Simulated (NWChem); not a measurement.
# CH6Si (methylsilane) at 6 levels

Wanted: a comparison of 6 runs (HF/STO-3G, HF/3-21G, HF/def2-SVP, B3LYP/3-21G, r2SCAN/def2-TZVP, SVWN5/def2-TZVP) of CH6Si (methylsilane). 

The results are computed with NWChem 7.3.0.

## (1) The molecule

CH6Si has 8 atoms, charge 0, and is taken as a singlet. As SMILES, `C[SiH3]`. The shape is that of a PBE0-D4/def2-TZVP optimisation.

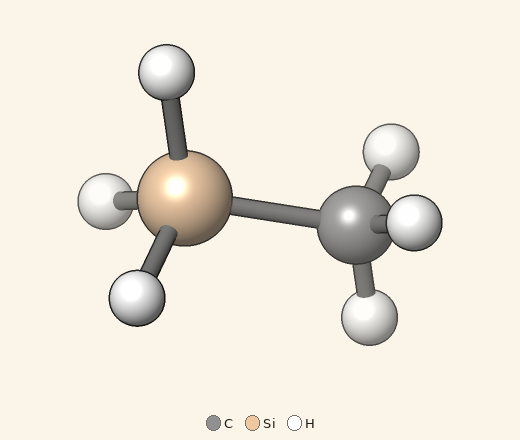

Viewed from a chosen angle; carbon grey, silicon light orange, hydrogen white.

## (2) Energy and gradient at HF/STO-3G (run 1)

struct.nw

```
start struct
title "CH6Si"
memory total 2200 mb
geometry noautosym nocenter noautoz
 C       -0.181500       0.239740      -0.940300
 Si       0.162420      -0.214550       0.841500
 H       -1.240470       0.112510      -1.175580
 H        0.395470      -0.391420      -1.619800
 H        0.086600       1.280720      -1.133860
 H       -0.624960       0.646220       1.765390
 H        1.605560      -0.040010       1.159870
 H       -0.203110      -1.633210       1.102780
end
basis "ao basis" spherical bse
 C library STO-3G
 Si library STO-3G
 H library STO-3G
end
scf
 thresh 1e-08
 maxiter 80
 noprint "final vectors analysis"
end
task scf gradient
```

On the command line:

```bash
$ nwchem struct.nw > struct.out
```

The log of the run:

```text
[...]
  functions       =    20
[...]
  wavefunction    = RHF
[...]
         Total SCF energy =   -326.504868409160
      One-electron energy =   -577.344787363749
      Two-electron energy =    187.991258418116
 Nuclear repulsion energy =     62.848660536473
        Time for solution =      0.9s
[...]
                         RHF ENERGY GRADIENTS
    atom               coordinates                        gradient
                 x          y          z           x          y          z
   1 C      -0.342985   0.453043  -1.776909    0.000034  -0.000058   0.000213
   2 Si      0.306929  -0.405441   1.590204   -0.006250   0.008255  -0.032372
   3 H      -2.344148   0.212613  -2.221524   -0.008777  -0.001473  -0.000506
   4 H       0.747330  -0.739677  -3.060978    0.005235  -0.005793  -0.004313
   5 H       0.163650   2.420210  -2.142685    0.002589   0.008537  -0.000150
   6 H      -1.181003   1.221179   3.336103   -0.017520   0.019105   0.021895
   7 H       3.034068  -0.075608   2.191836    0.032709   0.003653   0.008259
   8 H      -0.383822  -3.086319   2.083952   -0.008021  -0.032225   0.006973
[...]
```

It took 1.8 s on 1 thread of Intel Xeon Platinum 8259CL at 2.50GHz (Skylake/Cascade Lake), shared host; peak memory 0.1 GiB.

## (3) Energy and forces at HF/3-21G (run 2)

run.py

```python
from ase import Atoms
from ase.calculators.nwchem import NWChem

molecule = Atoms('CSiHHHHHH', positions=[
    [-0.181500, 0.239740, -0.940300],
    [0.162420, -0.214550, 0.841500],
    [-1.240470, 0.112510, -1.175580],
    [0.395470, -0.391420, -1.619800],
    [0.086600, 1.280720, -1.133860],
    [-0.624960, 0.646220, 1.765390],
    [1.605560, -0.040010, 1.159870],
    [-0.203110, -1.633210, 1.102780],
])

calc = NWChem(
    label='struct',
    theory='scf',
    memory='2200 mb',
    basis='3-21G',
    basispar='spherical bse',
    scf={'nopen': '0', 'rhf': None, 'thresh': '1e-08', 'maxiter': '80'},
)
molecule.calc = calc

forces = molecule.get_forces()
e = molecule.get_potential_energy()
print(f"E = {e:.6f} eV")
print("forces (eV/A):")
for s, f in zip(molecule.symbols, forces):
    print(f"{s:2s} {f[0]:10.5f} {f[1]:10.5f} {f[2]:10.5f}")
print("dipole (e A):", molecule.get_dipole_moment().round(4))
```

On the command line:

```bash
$ export ASE_NWCHEM_COMMAND="nwchem PREFIX.nwi > PREFIX.nwo"
$ python run.py
```

The log of the run:

```text
E = -8939.627239 eV
forces (eV/A):
C    -0.19684    0.26050   -1.02119
Si    0.15699   -0.20739    0.81319
H     0.25346    0.04546    0.00442
H    -0.15437    0.17129    0.11524
H    -0.07739   -0.24590   -0.00591
H    -0.02062    0.02185    0.04417
H     0.04669    0.00108    0.02587
H    -0.00792   -0.04695    0.02417
dipole (e A): [-0.0269  0.0355 -0.1393]
```

The calculator wrote struct.nwi:

```
title "struct"

permanent_dir struct

scratch_dir struct

start struct

geometry units angstrom nocenter noautosym noautoz
  C  -1.8149999999999999e-01 2.3974000000000001e-01 -9.4030000000000002e-01
  Si 1.6242000000000001e-01 -2.1454999999999999e-01 8.4150000000000003e-01
  H  -1.2404700000000000e+00 1.1251000000000000e-01 -1.1755800000000001e+00
  H  3.9546999999999999e-01 -3.9141999999999999e-01 -1.6197999999999999e+00
  H  8.6599999999999996e-02 1.2807200000000001e+00 -1.1338600000000001e+00
  H  -6.2495999999999996e-01 6.4622000000000002e-01 1.7653900000000000e+00
  H  1.6055600000000001e+00 -4.0009999999999997e-02 1.1598700000000000e+00
  H  -2.0311000000000001e-01 -1.6332100000000001e+00 1.1027800000000001e+00
end

memory 2200 mb

basis spherical bse noprint
   * library 3-21G
end

scf
  nopen 0
  rhf
  thresh 1e-08
  maxiter 80
end

task scf gradient
```

struct.nwo:

```text
Northwest Computational Chemistry Package (NWChem) 7.3.0
             --------------------------------------------------------

           Job information
           ---------------

    nwchem branch   = 7.3.0
    use scalapack   = T
    input           = struct.nwi
    prefix          = struct.
    data base       = struct/struct.db
    status          = startup
    nproc           =        1

           Memory information
           ------------------

[... 5 lines left out ...]
    hardfail = no
[... 135 lines left out ...]
         Quadratically convergent ROHF
[... 14 lines left out ...]
       Final RHF  results
[... 4 lines left out ...]
      Two-electron energy =    186.753904537281
[... 32 lines left out ...]
                       ROHF Final Molecular Orbital Analysis
[... 210 lines left out ...]
                 ----------------------------------------
                 |  Time  |  1-e(secs)   |  2-e(secs)   |
                 ----------------------------------------
                 |  CPU   |       0.00   |       0.30   |
                 ----------------------------------------
                 |  WALL  |       0.00   |       0.30   |
                 ----------------------------------------

 Task  times  cpu:        1.5s     wall:        1.5s
 Total times  cpu:        1.6s     wall:        1.6s
```

It took 3.3 s on 1 thread of Intel Xeon Platinum 8259CL at 2.50GHz (Skylake/Cascade Lake), shared host; peak memory 0.1 GiB.

Runs 3 to 5 aren't shown in full; the table further down has their settings and results.

## (4) Energy and gradient at SVWN5/def2-TZVP (run 6)

nw.nw

```
start nw
title "CH6Si"
memory stack 880 mb heap 220 mb global 1100 mb

geometry noautosym nocenter noautoz
 C    -0.181500    0.239740   -0.940300
 Si    0.162420   -0.214550    0.841500
 H    -1.240470    0.112510   -1.175580
 H     0.395470   -0.391420   -1.619800
 H     0.086600    1.280720   -1.133860
 H    -0.624960    0.646220    1.765390
 H     1.605560   -0.040010    1.159870
 H    -0.203110   -1.633210    1.102780
end

basis spherical bse
 * library def2-TZVP
end

dft
 xc slater vwn_5
 mult 1
 grid fine
 convergence energy 1e-08
 iterations 100
 mulliken
end

task dft gradient
```

On the command line:

```bash
$ nwchem nw.nw > nw.out
```

The log of the run:

```text
[...]
          Wavefunction type:  closed shell.
          No. of atoms     :     8
          No. of electrons :    26
[...]
          Charge           :     0
          Spin multiplicity:     1
[...]
          AO basis - number of functions:   104
[...]
              XC Information
              --------------
                        Slater Exchange Functional  1.000 local
                      VWN V Correlation Functional  1.000 local
[...]
 d= 0,ls=0.0,diis     1   -329.6168088372 -3.92D+02  3.87D-03  8.79D-01     4.0
[...]
 d= 0,ls=0.0,diis     8   -329.6440614399 -1.63D-09  9.49D-07  3.10D-08    23.8
         Total DFT energy =     -329.644061439861
      One electron energy =     -580.801064880476
           Coulomb energy =      215.224092695484
    Exchange-Corr. energy =      -26.915749791341
 Nuclear repulsion energy =       62.848660536473
[...]
  wavefunction    = closed shell
                         DFT ENERGY GRADIENTS
    atom               coordinates                        gradient
                 x          y          z           x          y          z
   1 C      -0.342985   0.453043  -1.776909   -0.001684   0.002216  -0.008700
   2 Si      0.306929  -0.405441   1.590204    0.001309  -0.001731   0.006788
   3 H      -2.344148   0.212613  -2.221524    0.005265   0.000703   0.000929
   4 H       0.747330  -0.739677  -3.060978   -0.002941   0.003228   0.003156
   5 H       0.163650   2.420210  -2.142685   -0.001392  -0.005153   0.000720
   6 H      -1.181003   1.221179   3.336103    0.001511  -0.001652  -0.001776
   7 H       3.034068  -0.075608   2.191836   -0.002770  -0.000334  -0.000613
   8 H      -0.383822  -3.086319   2.083952    0.000702   0.002723  -0.000503
[...]
```

It took 36 s on 1 thread of Intel Xeon Platinum 8259CL at 2.50GHz (Skylake/Cascade Lake), shared host; peak memory 0.14 GiB.

## (5) The series

```csv
run,level,iteration cap,module,energy (Eh),dipole moment (D),largest force (eV/Å),wall time
1,HF/STO-3G,80,scf,-326.504868,0.18,1.748,1.8 s
2,HF/3-21G,80,scf,-328.525244,0.70,1.072,3.3 s
3,HF/def2-SVP,80,scf,-330.173215,0.74,0.379,10 s
4,B3LYP/3-21G,100,dft,-329.462761,–,0.759,18 s
5,r2SCAN/def2-TZVP,100,dft,-331.171315,–,0.035,60 s
6,SVWN5/def2-TZVP,100,dft,-329.644061,0.85,0.470,36 s
```

## (6) Outcome

```
                       quantity          value
            run 6: total energy  -329.64406 Eh
           run 6: dipole moment         0.85 D
             run 6: HOMO energy       -7.99 eV
             run 6: LUMO energy       -0.24 eV
           run 6: HOMO–LUMO gap        7.75 eV
run 6: largest force on an atom     0.470 eV/Å
```

What this shows: Over runs 1, 2, 3, 6 the dipole moment (its size) runs from 0.18 D (HF/STO-3G) to 0.85 D (SVWN5/def2-TZVP). The two ends differ in method and basis. Totals of different functionals can't be ranked against each other. In run 1 the basis is minimal, so the values are rough. All runs together took 2.2 min, the longest 60 s.
